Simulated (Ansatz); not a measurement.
## InP: thickness series

The parent structure is InP in the zinc blende structure (space group F-43m, No. 216; a = 5.907 Å). Axes: x, y, z lie along the cube axes.

Free-standing slabs (2 atom(s) a layer) normal to [110] with 15 Å of vacuum; in-plane cell held at bulk.

Method: Kohn–Sham DFT with the r2SCAN functional, run in Ansatz (a quantum-chemistry and plane-wave program) with PAW and 500 eV plane waves, scalar-relativistic without spin-orbit coupling.

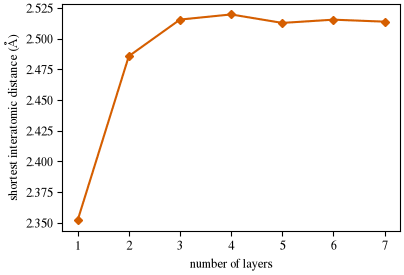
*Shortest interatomic distance against number of layers*

**Question.** From the plot, what is the shortest interatomic distance for 2 layers?

**Answer.** About 2.49 Å.

**Question.** Is the trend monotonic over the range shown?

**Answer.** No, it turns within the range, spanning 4.445 bohr to 4.762 bohr.

Whether these cells are dynamically stable was not tested.
